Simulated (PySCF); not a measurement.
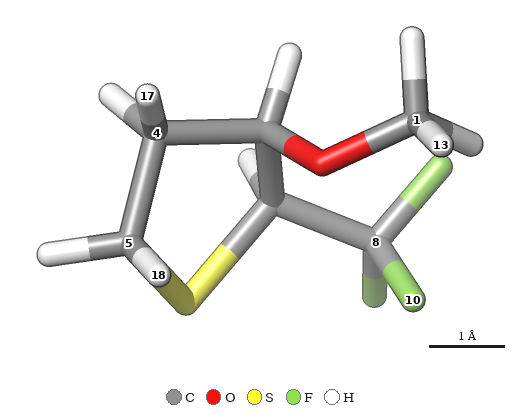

Figure 1. The structure (stick view, seen at a tilt; atoms are numbered from 1 in the order of the input). Bond lengths as drawn: C–C 1.52 to 1.55 Å, C–F 1.33 to 1.35 Å, C–H 1.09 to 1.10 Å, C–O 1.41 Å and C–S 1.82 Å.

C6H9F3OS: NMR shielding calculation

The run: NMR shielding calculation of C6H9F3OS. Method and program: GIAO B97-2/pcSseg-1 NMR shielding, non-relativistic, IEF-PCM benzene (PySCF 2.14.0).

The geometry comes from this level: GFN1-xTB. Figures and captions count atoms from 1; the log counts them from 0 in places.

What the program printed:
```
coarse grid: 18064 points
cycle   1  E = -1006.4804709362  dE =  1.669e+00  |g| = 1.052e+00  |ddm| = 4.052e+00
cycle   2  E = -1006.2531814974  dE =  2.273e-01  |g| = 1.607e+00  |ddm| = 1.740e+00
cycle   3  E = -1006.6679056085  dE = -4.147e-01  |g| = 9.025e-02  |ddm| = 1.151e+00
cycle   4  E = -1006.6690956053  dE = -1.190e-03  |g| = 5.487e-02  |ddm| = 1.215e-01
cycle   5  E = -1006.6697576432  dE = -6.620e-04  |g| = 9.582e-03  |ddm| = 5.404e-02
cycle   6  E = -1006.6697747386  dE = -1.710e-05  |g| = 3.049e-03  |ddm| = 1.224e-02
cycle   7  E = -1006.6697764664  dE = -1.728e-06  |g| = 6.335e-04  |ddm| = 3.034e-03
final grid: 173368 points
cycle   8  E = -1006.7535745623  dE = -1.050e-04  |g| = 1.303e-02  |ddm| = 4.379e-02
cycle   9  E = -1006.7535550682  dE =  1.949e-05  |g| = 1.719e-02  |ddm| = 1.631e-02
cycle  10  E = -1006.7535963842  dE = -4.132e-05  |g| = 1.314e-03  |ddm| = 9.940e-03
cycle  11  E = -1006.7535966971  dE = -3.130e-07  |g| = 3.702e-04  |ddm| = 1.509e-03
cycle  12  E = -1006.7535967196  dE = -2.242e-08  |g| = 1.095e-04  |ddm| = 3.785e-04
cycle  13  E = -1006.7535967216  dE = -2.084e-09  |g| = 2.920e-05  |ddm| = 1.013e-04
cycle  14  E = -1006.7535967218  dE = -1.346e-10  |g| = 8.345e-06  |ddm| = 2.593e-05
```

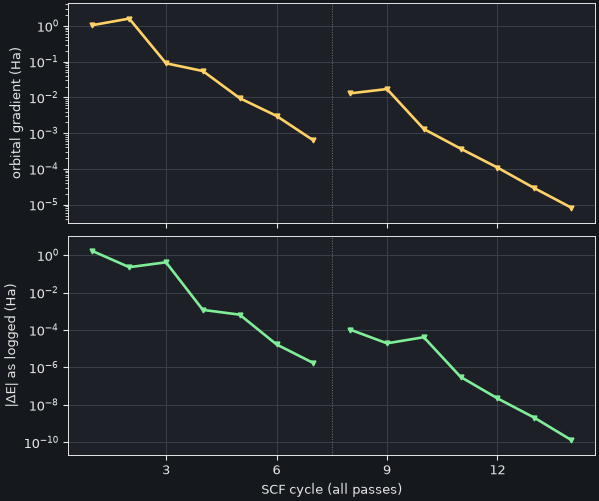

Figure 2. Convergence of the self-consistent field: orbital gradient and size of the energy change against the SCF cycle. The dotted line marks the change from a coarse to the final integration grid. The first 7 cycles use a coarse grid, the final grid takes over at cycle 8, and the field converges after 14 cycles in all.

```
converged SCF energy = -1006.7535967218

GIAO shielding tensors (ppm)
atom      isotropic    diamagn.    paramagn.     s11        s22        s33       span
  0 C      124.144     244.033    -119.889     90.489     99.819    182.125     91.636
  1 O      300.508     399.552     -99.045    278.589    282.176    340.758     62.168
  2 C       99.519     245.062    -145.542     85.599     87.466    125.492     39.893
  3 C      142.547     248.748    -106.200    117.564    145.993    164.084     46.520
  4 C      149.101     250.113    -101.012    111.222    157.881    178.199     66.977
  5 S      515.015    1055.846    -540.831    283.262    472.163    789.621    506.359
  6 C      127.047     253.036    -125.990     94.546    138.047    148.546     54.000
  7 C       52.567     243.610    -191.043     48.646     51.455     57.600      8.955
  8 F      248.146     476.082    -227.936    154.234    257.647    332.557    178.323
  9 F      265.609     475.222    -209.613    186.678    274.254    335.895    149.216
 10 F      245.937     470.520    -224.584    162.652    236.884    338.275    175.623
 11 H       27.673      30.268      -2.595     21.987     28.385     32.648     10.662
 12 H       27.931      28.648      -0.717     23.727     24.870     35.197     11.470
 13 H       28.464      29.353      -0.890     24.144     26.023     35.223     11.079
 14 H       27.604      32.475      -4.872     25.665     26.204     30.942      5.277
 15 H       29.902      30.511      -0.609     25.393     27.151     37.160     11.768
 16 H       29.539      30.406      -0.867     24.621     27.170     36.825     12.204
 17 H       28.251      30.442      -2.190     24.355     25.256     35.143     10.788
 18 H       28.873      28.424       0.449     23.196     26.057     37.366     14.170
 19 H       27.871      31.401      -3.531     23.720     26.725     33.167      9.447
```

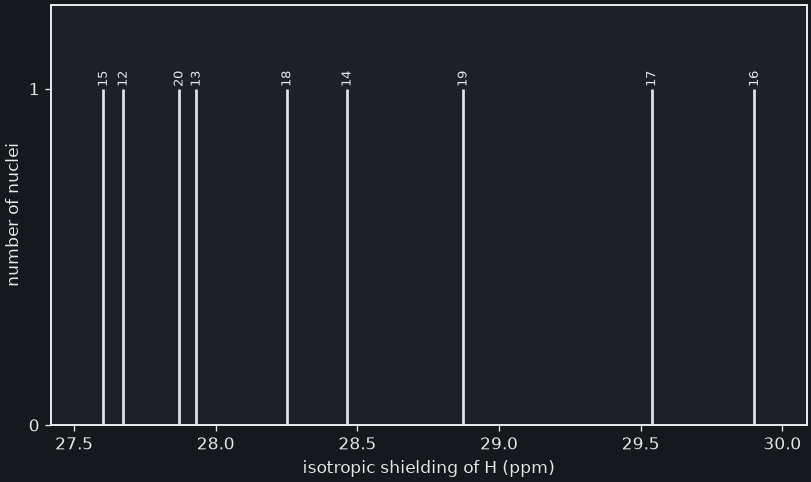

Figure 3. Isotropic shieldings of the hydrogen nuclei in this fixed geometry, labelled by atom number; shielding grows to the right, so chemical shift grows to the left. The least shielded is H15 (27.6 ppm), the most shielded H16 (29.9 ppm).

This output came from the following input.

Input file:
```
{"job": {"xc": "B97-2", "basis": "pcSseg-1", "solvent": "benzene", "kind": "nmr", "pop": false}, "charge": 0, "multiplicity": 1}
C      1.506494    -1.217586     1.347302
O      0.850546    -0.040936     0.915118
C      0.514622     0.060125    -0.447409
C      0.671809     1.534148    -0.838959
C     -0.466623     2.269736    -0.145779
S     -1.942454     1.221752    -0.333017
C     -0.971433    -0.270400    -0.727625
C     -1.521004    -1.465585     0.026423
F     -0.791771    -2.566391    -0.247767
F     -1.545967    -1.324873     1.348023
F     -2.772398    -1.729728    -0.371083
H      0.833142    -2.081377     1.351314
H      1.845712    -1.024042     2.366690
H      2.375397    -1.442649     0.714541
H      1.162783    -0.592038    -1.055535
H      0.600330     1.639915    -1.924446
H      1.642695     1.905498    -0.505566
H     -0.243519     2.404253     0.914425
H     -0.664790     3.240527    -0.599936
H     -1.088718    -0.509669    -1.789749
```

The first line tells a small driver script what to run in PySCF; the rest is the geometry in Å.

Command:
```bash
OMP_NUM_THREADS=1 python <driver script> task.json out
```

Results in brief:

```json
{"quantity": "outcome", "value": "converged"}
{"quantity": "total energy", "value": "−1006.753597 hartree"}
{"quantity": "HOMO", "value": "−6.41 eV"}
{"quantity": "LUMO", "value": "0.67 eV"}
{"quantity": "dipole moment", "value": "4.09 D"}
{"quantity": "isotropic shielding, C", "value": "52.6 to 149.1 ppm"}
{"quantity": "isotropic shielding, O", "value": "300.5 ppm"}
{"quantity": "isotropic shielding, S", "value": "515.0 ppm"}
{"quantity": "isotropic shielding, F", "value": "245.9 to 265.6 ppm"}
{"quantity": "isotropic shielding, H", "value": "27.6 to 29.9 ppm"}
{"quantity": "hardware", "value": "1 CPU thread, shared host"}
{"quantity": "wall time", "value": "54 s"}
{"quantity": "peak memory", "value": "1.3 GiB"}
```
